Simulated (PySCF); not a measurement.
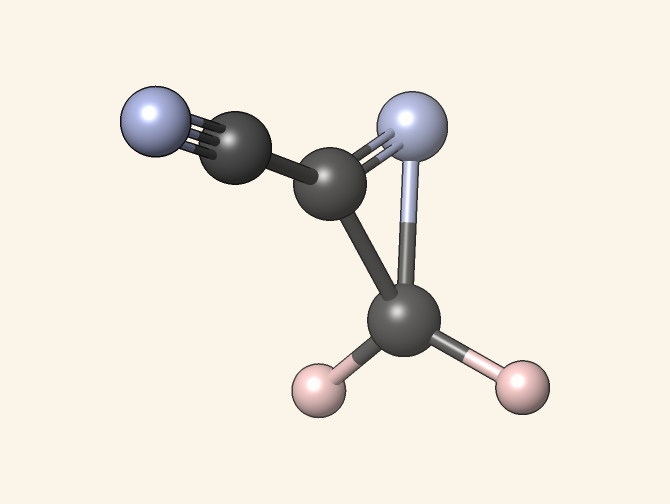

A ball-and-stick model of a molecule. Double and triple bonds are drawn as two and three sticks. Colours: nitrogen light blue, carbon dark grey, hydrogen pink.

The geometry was computed by an optimisation with GFN2-xTB. No frequency run is at hand to confirm it as a minimum.

What is the molecular formula?

C3H2N2, 7 atoms: 3 carbon, 2 hydrogen and 2 nitrogen.

How many bonds of each kind are drawn?

3 C–N, 2 C–C, 2 C–H.

Which point group does it belong to?

Cs.

How many sets of symmetry-equivalent atoms are there?

6: 1 N, 1 C, 1 C, 1 N, 1 C, 2 H.

What is its SMILES?

N#CC1=NC1

More results for the same structure follow; atom numbers are the same in all pictures, views and colours differ.

**Excitation**

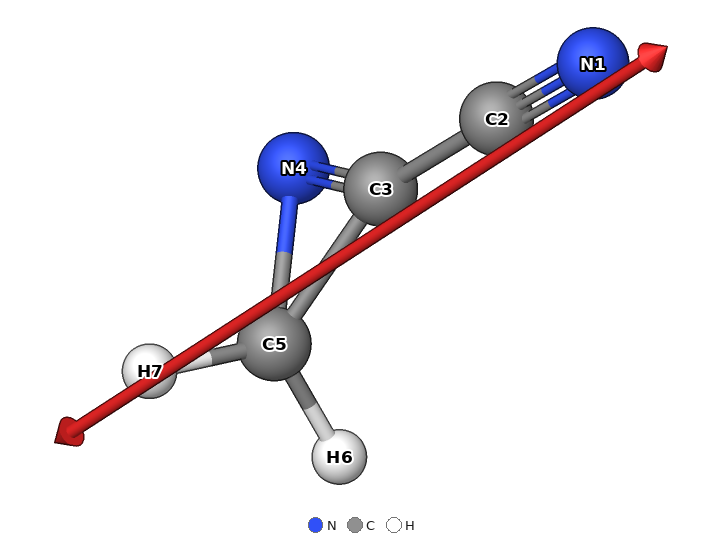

The double arrow shows the direction of the transition dipole to excited singlet state 7 (its length means nothing). No frequency run is at hand to confirm it as a minimum. Method: TDDFT PBE0/def2-SVPD, vertical, gas phase, core orbitals frozen in the response (PySCF 2.14.0).

How is the transition polarised?

Nearly parallel to the C2–C3 bond.

Give its energy, strength and character.

7.68 eV (161 nm), oscillator strength 0.26, of mixed character, with the largest part HOMO → LUMO+1 (weight 0.40); transition dipole 3.01 D.

**Core levels**

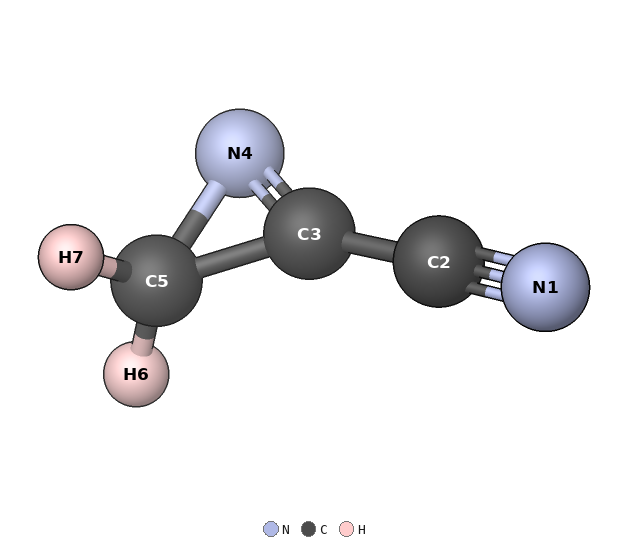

No frequency run is at hand to confirm it as a minimum. Method: delta-SCF UKS SCAN, pcX-2 on the ionised atom, pcseg-1 elsewhere, spin-free X2C (PySCF 2.14.0).

Give the core-electron binding energies (to vacuum) of N1 1s, C2 1s, C3 1s, N4 1s, C5 1s.

```tsv
atom	level	binding energy (eV)
N1	1s	405.9
C2	1s	293.3
C3	1s	293.9
N4	1s	406.3
C5	1s	292.6
```

**Polarisability**

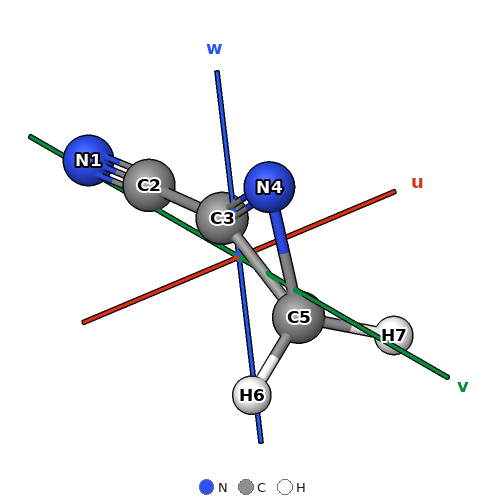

The lines u, v and w are the principal axes of the static dipole polarisability. No frequency run is at hand to confirm it as a minimum. Computed with PBE0/def2-SVPD (PySCF 2.14.0).

Along which axis is the molecule most polarisable, and along which least?

Most along v (nearly parallel to the C2–C3 bond), least along u.

Give the three principal values.

u 30.0, v 67.5, w 36.1 bohr³; mean 44.5, anisotropy 34.9 bohr³.
